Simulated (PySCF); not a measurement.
**[Eu(NH3)2]3+: other functionals and bases at one geometry**

How far do other levels of theory move the description of [Eu(NH3)2]3+, and what does each cost? The species was built from a template and needn't be a known compound.

Method: several levels, as the steps say, no spin–orbit coupling; program: PySCF 2.14.0.

3 further runs of the same task are left out: 1 for a known fault of the program, 1 that didn't finish, 1 set aside as unsound or not needed.

### Step 1. Starting geometry

9 atoms, charge 3, spin multiplicity 1.

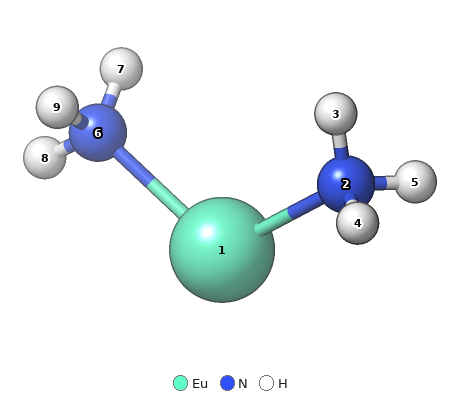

The geometry (europium green, nitrogen blue, hydrogen white); atoms are numbered from 1 in the order of the file.

Coordinates:

```xyz
9
EuH6N2
Eu   -1.0283   -0.5214    0.0004
N     0.1737    0.0842    2.0135
H     1.0732    0.6045    1.8853
H    -0.3564    0.6958    2.6793
H     0.4560   -0.7219    2.6210
N     0.1738    0.0822   -2.0143
H     1.1325   -0.3262   -2.1199
H    -0.2985   -0.2041   -2.9049
H     0.3402    1.1059   -2.1603
```

Formal oxidation states: Eu +3. Each metal's 6 4f electrons lie in its core potential, so multiplicities, spins and levels count the valence alone. An earlier session relaxed this geometry at TPSS, Eu lcecp-1-SVP with ECP52, N def2-SVP, H def2-SVP (singlet, point group C1).

At TPSS on the finer grid: E = -147.218312 Eh, HOMO -24.28 eV, LUMO -18.80 eV, Mulliken charge on Eu1 +2.08 e, largest force component 0.017 eV/Å. 

Levels to run: HF; TPSSh; PBE0; CAM-B3LYP; TPSS, TZVP. Hardware: 2 threads of Arm Neoverse V1, shared host.

### Step 2. HF

run.py (the lines that set the calculation)

```python
mol = gto.M(atom='''
Eu    -1.02827    -0.52144     0.00038
N      0.17367     0.08417     2.01348
H      1.07320     0.60453     1.88527
H     -0.35636     0.69584     2.67928
H      0.45595    -0.72193     2.62101
N      0.17378     0.08219    -2.01432
H      1.13246    -0.32618    -2.11985
H     -0.29855    -0.20415    -2.90493
H      0.34016     1.10589    -2.16032''',
    basis={'Eu': 'lcecp-1-SVP', 'N': 'def2-SVP', 'H': 'def2-SVP'},
    ecp={'Eu': 'lcecp-1-SVP'},
    charge=3, spin=0)
mf = scf.RHF(mol)
mf = mf.density_fit()  # fitting sets: Eu AutoAux, N def2-universal-JKFIT, H def2-universal-JKFIT
mf.conv_tol = 1e-08; mf.max_cycle = 55
mf.kernel(dm0)  # dm0: the density of the relaxed state
```

Started as:

```bash
$ OMP_NUM_THREADS=2 python run.py
```

Standard output:

```text
init E= -146.11434459741
  HOMO = -1.06564051283207  LUMO = -0.524752074302993  gap/eV = 14.71832
cycle= 1 E= -146.135036285584  delta_E= -0.0207  |g|= 0.0452  |ddm|=  0.4
  HOMO = -1.07396813790111  LUMO = -0.538918027624306  gap/eV = 14.55946
cycle= 2 E= -146.135894847866  delta_E= -0.000859  |g|= 0.0122  |ddm|= 0.0723
  HOMO = -1.0720779839449  LUMO = -0.539473858008384  gap/eV = 14.49290
cycle= 3 E= -146.135971537195  delta_E= -7.67e-05  |g|= 0.00435  |ddm|= 0.0238
  HOMO = -1.07341718646654  LUMO = -0.539822368145671  gap/eV = 14.51985
cycle= 4 E= -146.135979074788  delta_E= -7.54e-06  |g|= 0.00138  |ddm|= 0.00513
  HOMO = -1.07338924430464  LUMO = -0.540052462090363  gap/eV = 14.51283
cycle= 5 E= -146.135980337053  delta_E= -1.26e-06  |g|= 0.000255  |ddm|= 0.003
  HOMO = -1.07342369293559  LUMO = -0.540037754754433  gap/eV = 14.51417
cycle= 6 E= -146.135980391458  delta_E= -5.44e-08  |g|= 4.04e-05  |ddm|= 0.00061
  HOMO = -1.07342701381954  LUMO = -0.540039907058849  gap/eV = 14.51420
cycle= 7 E= -146.135980392636  delta_E= -1.18e-09  |g|= 5.77e-06  |ddm|= 8.54e-05
  HOMO = -1.073426948866  LUMO = -0.540039702087065  gap/eV = 14.51421
Extra cycle  E= -146.135980392658  delta_E= -2.17e-11  |g|= 2.18e-06  |ddm|= 1.05e-05
converged SCF energy = -146.135980392658
```

Run time: 2 s. Hardware: 2 threads of Arm Neoverse V1, shared host.

Read off: E = -146.135980 Eh, HOMO -29.21 eV, LUMO -14.70 eV, Mulliken charge on Eu1 +2.35 e, largest force component 1.053 eV/Å. 

### Step 3. TPSSh

Changes to run.py (the lines that set the calculation) since step 2:

```diff
@@ -13,3 +13,4 @@
     charge=3, spin=0)
-mf = scf.RHF(mol)
+mf = dft.RKS(mol, xc='TPSSH')
+mf.grids.atom_grid = (75, 302)  # f atoms: unpruned, at least (60, 302)
 mf = mf.density_fit()  # fitting sets: Eu AutoAux, N def2-universal-JKFIT, H def2-universal-JKFIT
```

Started as:

```bash
$ OMP_NUM_THREADS=2 python run.py
```

Standard output:

```text
init E= -147.201680350228
  HOMO = -0.914024048266175  LUMO = -0.674749248324459  gap/eV = 6.51100
cycle= 1 E= -147.201934381277  delta_E= -0.000254  |g|= 0.0101  |ddm|= 0.068
  HOMO = -0.912207324850972  LUMO = -0.67848733457106  gap/eV = 6.35984
cycle= 2 E= -147.201907806912  delta_E= 2.66e-05  |g|= 0.0154  |ddm|= 0.0329
  HOMO = -0.913505405762133  LUMO = -0.677378225267332  gap/eV = 6.42535
cycle= 3 E= -147.201970094737  delta_E= -6.23e-05  |g|= 0.00169  |ddm|= 0.0153
  HOMO = -0.913259741787681  LUMO = -0.676912032349861  gap/eV = 6.43135
cycle= 4 E= -147.201970900386  delta_E= -8.06e-07  |g|= 0.000124  |ddm|= 0.00236
  HOMO = -0.913276217628155  LUMO = -0.676920539511488  gap/eV = 6.43157
cycle= 5 E= -147.201970903674  delta_E= -3.29e-09  |g|= 2.63e-05  |ddm|= 0.000106
  HOMO = -0.913273052314964  LUMO = -0.676927121410149  gap/eV = 6.43130
Extra cycle  E= -147.201970903675  delta_E= -1.42e-12  |g|= 2.67e-05  |ddm|= 6.21e-05
converged SCF energy = -147.201970903675
```

Run time: 7.6 s. Hardware: 2 threads of Arm Neoverse V1, shared host.

It gives: E = -147.201971 Eh, HOMO -24.85 eV, LUMO -18.42 eV, Mulliken charge on Eu1 +2.12 e, largest force component 0.139 eV/Å. 

### Step 4. PBE0

Changes to run.py (the lines that set the calculation) since step 3:

```diff
@@ -13,3 +13,3 @@
     charge=3, spin=0)
-mf = dft.RKS(mol, xc='TPSSH')
+mf = dft.RKS(mol, xc='PBE0')
 mf.grids.atom_grid = (75, 302)  # f atoms: unpruned, at least (60, 302)
```

Started as:

```bash
$ OMP_NUM_THREADS=2 python run.py
```

Standard output:

```text
init E= -147.057964021991
  HOMO = -0.943677099228835  LUMO = -0.659370201973209  gap/eV = 7.73638
cycle= 1 E= -147.059430932238  delta_E= -0.00147  |g|= 0.012  |ddm|= 0.121
  HOMO = -0.942278254891366  LUMO = -0.664182476031094  gap/eV = 7.56737
cycle= 2 E= -147.059440565569  delta_E= -9.63e-06  |g|= 0.0114  |ddm|= 0.0343
  HOMO = -0.943485399032118  LUMO = -0.662856740698485  gap/eV = 7.63629
cycle= 3 E= -147.059473195522  delta_E= -3.26e-05  |g|= 0.00333  |ddm|= 0.0136
  HOMO = -0.943043172067888  LUMO = -0.6624933177353  gap/eV = 7.63415
cycle= 4 E= -147.059475457686  delta_E= -2.26e-06  |g|= 0.000305  |ddm|= 0.00241
  HOMO = -0.943051903075938  LUMO = -0.662564966159027  gap/eV = 7.63244
cycle= 5 E= -147.059475487383  delta_E= -2.97e-08  |g|= 4.34e-05  |ddm|= 0.000494
  HOMO = -0.943050687982051  LUMO = -0.662573399597755  gap/eV = 7.63218
cycle= 6 E= -147.059475487916  delta_E= -5.33e-10  |g|= 4.16e-06  |ddm|= 7.78e-05
  HOMO = -0.943050591588839  LUMO = -0.66257297134713  gap/eV = 7.63218
Extra cycle  E= -147.059475487925  delta_E= -8.5e-12  |g|= 1.98e-06  |ddm|= 1.11e-05
converged SCF energy = -147.059475487925
```

It took 5 s on 2 threads of Arm Neoverse V1, shared host.

Result: E = -147.059475 Eh, HOMO -25.66 eV, LUMO -18.03 eV, Mulliken charge on Eu1 +2.13 e, largest force component 0.274 eV/Å. 

### Step 5. CAM-B3LYP

Changes to run.py (the lines that set the calculation) since step 4:

```diff
@@ -13,3 +13,3 @@
     charge=3, spin=0)
-mf = dft.RKS(mol, xc='PBE0')
+mf = dft.RKS(mol, xc='CAMB3LYP')
 mf.grids.atom_grid = (75, 302)  # f atoms: unpruned, at least (60, 302)
```

Started as:

```bash
$ OMP_NUM_THREADS=2 python run.py
```

Standard output:

```text
init E= -147.09914287097
  HOMO = -0.994260548362485  LUMO = -0.62108066413405  gap/eV = 10.15474
cycle= 1 E= -147.101791031932  delta_E= -0.00265  |g|= 0.0338  |ddm|= 0.152
  HOMO = -0.988720557429249  LUMO = -0.628540208444575  gap/eV = 9.80101
cycle= 2 E= -147.101808681337  delta_E= -1.76e-05  |g|= 0.036  |ddm|= 0.0675
  HOMO = -0.993589011378698  LUMO = -0.627621561282058  gap/eV = 9.95848
cycle= 3 E= -147.102092116114  delta_E= -0.000283  |g|= 0.00277  |ddm|= 0.0271
  HOMO = -0.993289882258084  LUMO = -0.627372454164235  gap/eV = 9.95712
cycle= 4 E= -147.102095669592  delta_E= -3.55e-06  |g|= 0.000591  |ddm|= 0.00541
  HOMO = -0.99334268478645  LUMO = -0.627585787026371  gap/eV = 9.95275
cycle= 5 E= -147.102095909225  delta_E= -2.4e-07  |g|= 9.33e-05  |ddm|= 0.00201
  HOMO = -0.993337583501007  LUMO = -0.627581518645685  gap/eV = 9.95273
cycle= 6 E= -147.102095920943  delta_E= -1.17e-08  |g|= 2.3e-05  |ddm|= 0.000436
  HOMO = -0.993339156340574  LUMO = -0.627579938417045  gap/eV = 9.95282
cycle= 7 E= -147.102095921423  delta_E= -4.8e-10  |g|= 3.67e-06  |ddm|= 8.85e-05
  HOMO = -0.993339255057833  LUMO = -0.627579977160898  gap/eV = 9.95282
Extra cycle  E= -147.102095921431  delta_E= -7.62e-12  |g|= 2.52e-06  |ddm|= 8.75e-06
converged SCF energy = -147.102095921431
```

It took 6.4 s on 2 threads of Arm Neoverse V1, shared host.

It gives: E = -147.102096 Eh, HOMO -27.03 eV, LUMO -17.08 eV, Mulliken charge on Eu1 +2.13 e, largest force component 0.235 eV/Å. 

### Step 6. TPSS, TZVP

Basis: Eu lcecp-1-TZVP with ECP52, N def2-TZVP, H def2-TZVP. 

Changes to run.py (the lines that set the calculation) since step 5:

```diff
@@ -10,6 +10,6 @@
 H      0.34016     1.10589    -2.16032''',
-    basis={'Eu': 'lcecp-1-SVP', 'N': 'def2-SVP', 'H': 'def2-SVP'},
-    ecp={'Eu': 'lcecp-1-SVP'},
+    basis={'Eu': 'lcecp-1-TZVP', 'N': 'def2-TZVP', 'H': 'def2-TZVP'},
+    ecp={'Eu': 'lcecp-1-TZVP'},
     charge=3, spin=0)
-mf = dft.RKS(mol, xc='CAMB3LYP')
+mf = dft.RKS(mol, xc='TPSS')
 mf.grids.atom_grid = (75, 302)  # f atoms: unpruned, at least (60, 302)
@@ -17,2 +17,2 @@
 mf.conv_tol = 1e-08; mf.max_cycle = 55
-mf.kernel(dm0)  # dm0: the density of the relaxed state
+mf.kernel(dm0)  # dm0: free metal ions and neutral atoms
```

Started as:

```bash
$ OMP_NUM_THREADS=2 python run.py
```

Standard output:

```text
init E= -140.176311823918
  HOMO = -1.34192954618323  LUMO = -0.728004524806018  gap/eV = 16.70575
cycle= 1 E= -145.360196552506  delta_E= -5.18  |g|= 3.39  |ddm|= 2.21
  HOMO = -0.663543946411686  LUMO = -0.642793807397238  gap/eV = 0.56464
cycle= 2 E= -127.116680259228  delta_E= 18.2  |g|= 6.35  |ddm|= 6.44
  HOMO = -0.8327341970448  LUMO = -0.562987983562804  gap/eV = 7.34017
cycle= 3 E= -146.809980200461  delta_E= -19.7  |g|= 1.37  |ddm|= 6.53
  HOMO = -0.926414763567196  LUMO = -0.739073010133647  gap/eV = 5.09783
cycle= 4 E= -147.323354889279  delta_E= -0.513  |g|= 0.318  |ddm|= 2.06
  HOMO = -0.880419744564619  LUMO = -0.690117200631567  gap/eV = 5.17840
cycle= 5 E= -147.350848740374  delta_E= -0.0275  |g|= 0.0736  |ddm|= 0.362
  HOMO = -0.886206852725637  LUMO = -0.686004173206723  gap/eV = 5.44779
cycle= 6 E= -147.351967368988  delta_E= -0.00112  |g|= 0.0239  |ddm|= 0.0612
  HOMO = -0.888168379438617  LUMO = -0.687169341251485  gap/eV = 5.46946
cycle= 7 E= -147.352046711507  delta_E= -7.93e-05  |g|= 0.0151  |ddm|= 0.022
  HOMO = -0.888799822156506  LUMO = -0.687375441627649  gap/eV = 5.48104
cycle= 8 E= -147.352093411339  delta_E= -4.67e-05  |g|= 0.00281  |ddm|= 0.00939
  HOMO = -0.888610266698895  LUMO = -0.687205946798327  gap/eV = 5.48049
cycle= 9 E= -147.352095188223  delta_E= -1.78e-06  |g|= 0.000478  |ddm|= 0.00214
  HOMO = -0.888605586039904  LUMO = -0.687218244270407  gap/eV = 5.48003
cycle= 10 E= -147.352095240563  delta_E= -5.23e-08  |g|= 7.78e-05  |ddm|= 0.000382
  HOMO = -0.888608379769765  LUMO = -0.687217013260426  gap/eV = 5.48014
cycle= 11 E= -147.352095241917  delta_E= -1.35e-09  |g|= 1.39e-05  |ddm|= 5.84e-05
  HOMO = -0.888611078445477  LUMO = -0.687217587594051  gap/eV = 5.48020
Extra cycle  E= -147.352095241904  delta_E= 1.24e-11  |g|= 1.62e-05  |ddm|= 2.06e-05
converged SCF energy = -147.352095241904
```

It took 23 s on 2 threads of Arm Neoverse V1, shared host.

It gives: E = -147.352095 Eh, HOMO -24.18 eV, LUMO -18.70 eV, Mulliken charge on Eu1 +2.26 e, largest force component 0.333 eV/Å. 

### Step 7. All levels side by side

| level | state | HOMO (eV) | gap (eV) | charge on Eu1 (e) | dipole (D) | largest force (eV/Å) | basis functions | time |
| --- | --- | --- | --- | --- | --- | --- | --- | --- |
| TPSS (relaxed here) | singlet | -24.28 | 5.48 | 2.08 | 3.53 | 0.02 | 91 | 50 s |
| HF | singlet | -29.21 | 14.51 | 2.35 | 2.66 | 1.05 | 91 | 2 s |
| TPSSh | singlet | -24.85 | 6.43 | 2.12 | 3.42 | 0.14 | 91 | 7.6 s |
| PBE0 | singlet | -25.66 | 7.63 | 2.13 | 3.39 | 0.27 | 91 | 5 s |
| CAM-B3LYP | singlet | -27.03 | 9.95 | 2.13 | 3.25 | 0.23 | 91 | 6.4 s |
| TPSS, TZVP | singlet | -24.18 | 5.48 | 2.26 | 3.55 | 0.33 | 145 | 23 s |

Times are on 2 threads of Arm Neoverse V1, shared host; the first row also made further properties. The dipole of a charged species depends on the origin, so these sizes hold for this origin alone.

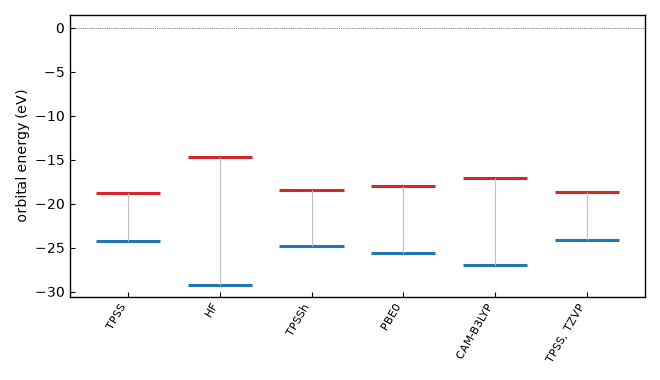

Highest filled and lowest empty level, method by method.

In one basis the HOMO–LUMO gap runs from 5.48 eV (TPSS) to 14.51 eV (HF). The largest leftover force, 1.05 eV/Å with HF, stands at a geometry relaxed at another level. The Mulliken charge on Eu spans +2.08 to +2.35 e over the levels. With 4f in the core, its levels are missing from HOMO and gap. Total energies of different levels can't be compared. Spin–orbit coupling is left out throughout.
